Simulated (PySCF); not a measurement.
AlN⁺, quartet (excess alpha electrons: σ +1, πx +1, πy +1). PBE/def2-TZVPPD with PySCF, UKS. One reference determinant with the occupation held, the lowest that a PBE0 search over spins and occupations found; no spin-orbit coupling. Zero is the separated fragments in their ground configurations, without counterpoise. The fragments are Al⁺ + N. 2 further points of the run are not drawn.

Question: What bond curve does the calculation give?

Answer: re = 2.016 Å, ωe = 422 cm⁻¹, ωexe = 10.6 cm⁻¹, De = 0.64 eV.
```
r (Å)  E (eV)
1.772   −0.33
1.854   −0.53
1.936   −0.62
1.998   −0.64
2.060   −0.64
2.122   −0.62
2.204   −0.57
2.307   −0.51
2.431   −0.44
2.596   −0.35
```

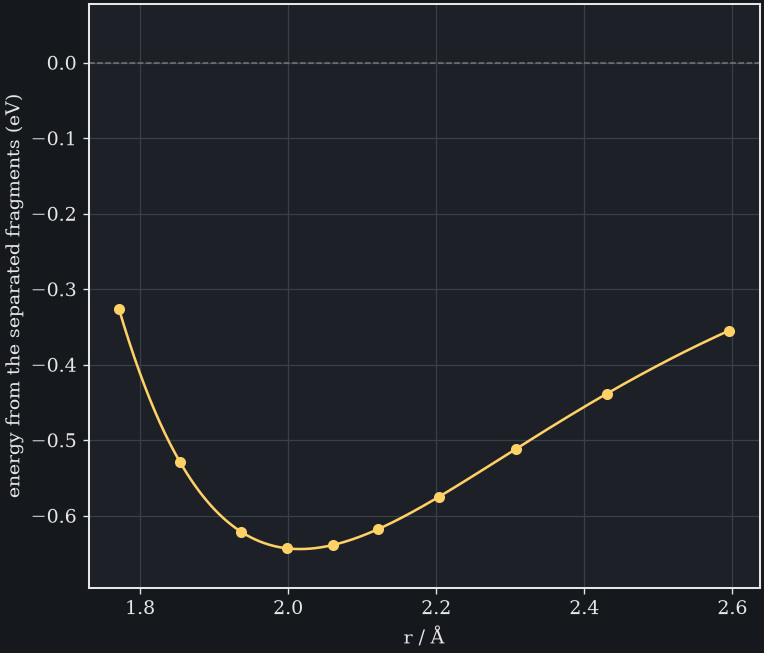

Note: lowest determinant of a PBE0 search, another state may lie lower.
